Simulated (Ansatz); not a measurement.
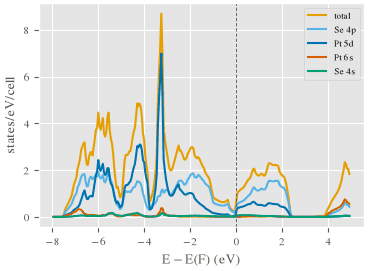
Fig. 1. Total and projected density of states of PtSe2 (CdI2 type, space group No. 164), the program Ansatz at the PBE+D3(BJ) level (PAW)

Problem. Which orbitals carry the states next to the Fermi level?

Solution. Within 0.5 eV of the Fermi level: Se 4p 62 %, Pt 5d 30 %, Se 4s 5 %. Projections are on Löwdin-orthogonalised atomic valence shells; empty p or d shells of many metals are not among them.

Problem. Where is the tallest occupied peak in this window, and what makes it?

Solution. Near -3.2 eV, about 8.7 states/eV per cell; the largest projected share is Pt 5d.

Space group P-3m1 (CdI2 type). The cell was relaxed with PBE+D3(BJ) under the symmetry of its start; of distortions, only those at the zone centre were tested. No spin polarisation was allowed. Spin–orbit coupling is left out wherever it is not named.

Potentials: the later of the program's two PAW sets.
